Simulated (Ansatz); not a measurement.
# ClFH₂O₃W: how energies converge with the basis set

Aim: see how fast density functionals converge with the basis set for ClFH₂O₃W.

Program: Ansatz 0.2.0, Gaussian basis. Level of theory: one geometry, several basis sets. These are calculated values, not measurements.

Levels to be run: PBE0-D4/def2-SVP; ωB97M-V/def2-SVP; PBE0-D4/def2-QZVPP; ωB97M-V/def2-QZVPP; the functionals' def2-TZVPP values are taken from earlier runs.

### 1 Structure used throughout

An earlier PBE0-D4 in a triple-zeta def2 set relaxation fixed the geometry. W takes the def2 core potential; no spin-orbit term is included.

SMILES `[O]=[W]([OH])([OH])([F])[Cl]`, 8 atoms, charge 0, spin multiplicity 1.

Atoms are counted from 1 here; the program's logs count them from 0.

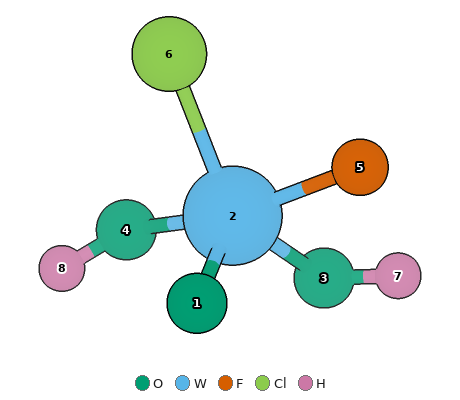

The geometry (oxygen teal, tungsten blue, fluorine orange, chlorine green, hydrogen pink); atoms are numbered from 1 in the order of the file.

### 2 PBE0-D4 in def2-SVP

The input, in.yaml:

```yaml
crystal:
  periodic: [false, false, false]
  atoms:
    - {symbol: O, position_ang: [-0.337710, 0.196231, 1.779483]}
    - {symbol: W, position_ang: [-0.096790, 0.249932, 0.118524]}
    - {symbol: O, position_ang: [1.504199, -0.642348, -0.344764]}
    - {symbol: O, position_ang: [-1.013363, -1.265336, -0.460934]}
    - {symbol: F, position_ang: [1.012453, 1.778184, -0.007321]}
    - {symbol: Cl, position_ang: [-1.703038, 1.617309, -0.799137]}
    - {symbol: H, position_ang: [2.317187, -0.127688, -0.359427]}
    - {symbol: H, position_ang: [-1.590837, -1.863385, 0.017677]}
basis:
  gaussian: {orbitals: def2-SVP}
hamiltonian: {xc: pbe0, dispersion: d4}
output: {orbitals: {seedname: orbitals}}
```

Launch:

```bash
ansatz run in.yaml --threads 4 --pin off --events-out ev --progress --plain --max-ram 11315MiB
```

What it wrote:

```text
Functional definition: PBE0
  name "PBE0"
  cite "Adamo & Barone, J. Chem. Phys. 110, 6158 (1999) doi:10.1063/1.478522"
  cite "Perdew, Burke & Ernzerhof, Phys. Rev. Lett. 77, 3865 (1996) doi:10.1103/PhysRevLett.77.3865"
  parent pbe
  parameter a = 0.25
  parameter kappa = 0.804
  parameter beta = 0.06672455060314922
  exchange = (1 - a)*pbe_x(kappa = kappa, mu = beta*pi^2/3) + a*exact_x
  correlation = pbe_c(beta = beta)
1091 factors; integrals over basis functions are off by at most 7.8e-4 eV
mean field evaluation 1: about -23203.4362 eV, gradient 9.7e1 eV
mean field evaluation 2: about -23043.8732 eV, gradient 2.9e2 eV
mean field evaluation 4: about -23218.8985 eV, gradient 2.8e1 eV
mean field evaluation 8: about -23220.3125 eV, gradient 1.0e0 eV
mean field evaluation 16: about -23220.5563 eV, gradient 3.7e-3 eV
mean field -23220.55625046 eV, -853.3397027462 hartree, gradient 1.3e-5 eV, S^2 0.000000; 0 other end points of the search recorded, 0 dependent functions left out
reference -23220.55630247 eV, -853.3397046575 hartree; 33, 33 occupied and 83, 83 virtual orbitals, 1091 factors
Total energy: -23220.74628338 eV, -853.3466863269 hartree
```

It took 1 s on 4 threads of Intel Xeon 6975P-C, shared host; peak memory 0.28 GiB.

### 3 ωB97M-V in def2-SVP

Edit in.yaml of step 2 so:

```diff
@@ -13,3 +13,3 @@
   gaussian: {orbitals: def2-SVP}
-hamiltonian: {xc: pbe0, dispersion: d4}
+hamiltonian: {xc: {name: wB97M-V}}
 output: {orbitals: {seedname: orbitals}}
```

Same command.

What it wrote (excerpt; [...] marks lines left out):

```text
Functional definition: wB97M-V
  name "wB97M-V"
  cite "Mardirossian & Head-Gordon, J. Chem. Phys. 144, 214110 (2016) doi:10.1063/1.4952647"
  cite "Becke, J. Chem. Phys. 107, 8554 (1997) doi:10.1063/1.475007"
  cite "Vydrov & Van Voorhis, J. Chem. Phys. 133, 244103 (2010) doi:10.1063/1.3521275"
  # Of w^i u^j: cxij and so on, Table III.
[...]
  gx(w, u) = 1 - cx + cx01*u + cx10*w
  gss(w, u) = css00 + css04*u^4 + css10*w + css20*w^2 + css43*w^4*u^3
  gos(w, u) = cos00 + cos10*w + (cos20 + cos21*u)*w^2 + (cos60 + cos61*u)*w^6
[...]
      + integral(e_c_pw_mod_opposite_spin*gos(b97_w_opposite, b97_u_opposite)) + vv10(b, c)
1091 factors; integrals over basis functions are off by at most 7.8e-4 eV
232 factors; integrals over basis functions are off by at most 9.1e-5 eV
[...]
mean field -23228.32381605 eV, -853.6251555166 hartree, gradient 3.3e-5 eV, S^2 0.000000; 0 other end points of the search recorded, 0 dependent functions left out
reference -23228.32389767 eV, -853.6251585161 hartree; 33, 33 occupied and 83, 83 virtual orbitals, 1091 factors
Total energy: -23228.32389767 eV, -853.6251585161 hartree
```

Wall time 3.4 s (4 threads of Intel Xeon 6975P-C, shared host); peak memory 0.41 GiB.

### 4 PBE0-D4 in def2-QZVPP

Edit in.yaml of step 3 so:

```diff
@@ -12,4 +12,4 @@
 basis:
-  gaussian: {orbitals: def2-SVP}
-hamiltonian: {xc: {name: wB97M-V}}
+  gaussian: {orbitals: "def2-QZVPP.json"}
+hamiltonian: {xc: pbe0, dispersion: d4}
 output: {orbitals: {seedname: orbitals}}
```

Launched as before.

What it wrote:

```text
Functional definition: PBE0
  name "PBE0"
  cite "Adamo & Barone, J. Chem. Phys. 110, 6158 (1999) doi:10.1063/1.478522"
  cite "Perdew, Burke & Ernzerhof, Phys. Rev. Lett. 77, 3865 (1996) doi:10.1103/PhysRevLett.77.3865"
  parent pbe
  parameter a = 0.25
  parameter kappa = 0.804
  parameter beta = 0.06672455060314922
  exchange = (1 - a)*pbe_x(kappa = kappa, mu = beta*pi^2/3) + a*exact_x
  correlation = pbe_c(beta = beta)
1693 factors; their error is unknown
mean field evaluation 1: about -23218.8480 eV, gradient 1.1e2 eV
mean field evaluation 2: about -23043.6508 eV, gradient 3.2e2 eV
mean field evaluation 4: about -23234.8569 eV, gradient 4.0e1 eV
mean field evaluation 8: about -23237.4689 eV, gradient 5.4e-1 eV
mean field evaluation 16: about -23237.5018 eV, gradient 1.6e-3 eV
mean field -23237.50178726 eV, -853.9624397374 hartree, gradient 6.3e-5 eV, S^2 0.000000; 0 other end points of the search recorded, 0 dependent functions left out
reference -23237.50182186 eV, -853.9624410088 hartree; 33, 33 occupied and 406, 406 virtual orbitals, 1693 factors
Total energy: -23237.69180276 eV, -853.9694226782 hartree
```

It took 5.5 s on 4 threads of Intel Xeon 6975P-C, shared host; peak memory 1.7 GiB.

### 5 ωB97M-V in def2-QZVPP

Edit in.yaml of step 4 so:

```diff
@@ -13,3 +13,3 @@
   gaussian: {orbitals: "def2-QZVPP.json"}
-hamiltonian: {xc: pbe0, dispersion: d4}
+hamiltonian: {xc: {name: wB97M-V}}
 output: {orbitals: {seedname: orbitals}}
```

Same command.

What it wrote (excerpt; [...] marks lines left out):

```text
Functional definition: wB97M-V
  name "wB97M-V"
  cite "Mardirossian & Head-Gordon, J. Chem. Phys. 144, 214110 (2016) doi:10.1063/1.4952647"
  cite "Becke, J. Chem. Phys. 107, 8554 (1997) doi:10.1063/1.475007"
  cite "Vydrov & Van Voorhis, J. Chem. Phys. 133, 244103 (2010) doi:10.1063/1.3521275"
  # Of w^i u^j: cxij and so on, Table III.
[...]
  gx(w, u) = 1 - cx + cx01*u + cx10*w
  gss(w, u) = css00 + css04*u^4 + css10*w + css20*w^2 + css43*w^4*u^3
  gos(w, u) = cos00 + cos10*w + (cos20 + cos21*u)*w^2 + (cos60 + cos61*u)*w^6
[...]
      + integral(e_c_pw_mod_opposite_spin*gos(b97_w_opposite, b97_u_opposite)) + vv10(b, c)
1637 factors; their error is unknown
322 factors; integrals over basis functions are off by at most 3.3e-5 eV
[...]
mean field -23245.44120299 eV, -854.2542078840 hartree, gradient 5.2e-5 eV, S^2 0.000000; 0 other end points of the search recorded, 0 dependent functions left out
reference -23245.44125937 eV, -854.2542099560 hartree; 33, 33 occupied and 406, 406 virtual orbitals, 1637 factors
Total energy: -23245.44125937 eV, -854.2542099560 hartree
```

Wall time 11 s (4 threads of Intel Xeon 6975P-C, shared host); peak memory 2 GiB.

### 6 Functionals by basis

The def2-TZVPP values come from earlier runs at the same geometry.

```
functional       basis  functions  energy (eV)  from the largest (eV)  HOMO (eV)  LUMO (eV)
   PBE0-D4    def2-SVP        116  -23220.7463                 16.946      -9.19      -3.43
   PBE0-D4  def2-TZVPP        250  -23236.8195                  0.872      -9.25      -3.36
   PBE0-D4  def2-QZVPP        439  -23237.6918                  0.000      -9.28      -3.41
   ωB97M-V    def2-SVP        116  -23228.3239                 17.117     -11.42      -1.24
   ωB97M-V  def2-TZVPP        250  -23244.6140                  0.827     -11.53      -1.20
   ωB97M-V  def2-QZVPP        439  -23245.4413                  0.000     -11.57      -1.26
```

### 7 Results

| quantity | value |
| --- | --- |
| PBE0-D4: double and triple zeta above quadruple | 16.95, 0.87 eV |
| ωB97M-V: double and triple zeta above quadruple | 17.12, 0.83 eV |

What this shows: For PBE0-D4 the step from double to triple zeta gains 16.07 eV and the next only 0.87 eV. These are total energies; as a rule much of such shifts cancels in differences, which this series doesn't test.

For PBE0-D4 the largest set took about 6 times as long as the smallest (5.5 s against 1 s).
